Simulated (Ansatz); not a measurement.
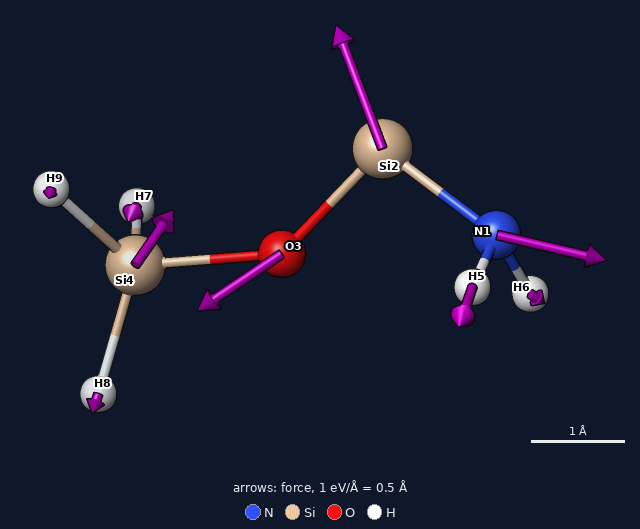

Starting geometry of Si2NH5O with the computed forces as purple arrows. A ball-and-stick model, seen at a tilt.

The run prepares an end point of a later path (inversion) calculation, from a guessed geometry.

All numbers below come from RKS B3LYP-D4/def2-SVP (Ansatz). Set-up: no spin polarisation; force threshold 0.015 eV/Å; at most 40 steps.

**What follows when this structure is relaxed?**

It isn't relaxed: the largest force vector, on Si2, is 2.97 eV/Å. The final displacements have little in common with the starting forces (cosine between the two patterns −0.12). H6 moves most after the best rigid fit: 1.15 Å. By element the largest moves are H 1.15 Å, Si 1.02 Å, N 0.20 Å, O 0.11 Å. Near-neighbour distances that change, for instance: N1–Si2 1.664 → 1.721 Å, Si2–O3 1.635 → 1.689 Å, Si4–H7 1.527 → 1.494 Å, O3–Si4 1.693 → 1.662 Å. Bond angles that change, for instance: Si2–N1–H6 112.1° → 122.6°, Si2–N1–H5 114.2° → 124.6°, H5–N1–H6 105.3° → 112.8°. Groups turn about O3–Si4 by about 65°. Over 16 accepted moves (17 points after the start) the energy falls by 102.6 kJ/mol. The largest force component goes from 2.7 to 0.0095 eV/Å. The line search rejected the trial step at point 9 of the run. The forces were under the threshold at step 11, but the run went on from there. Cost: 60 s on 1 thread of Arm Neoverse V1 (shared host), peak memory 0.17 GiB.
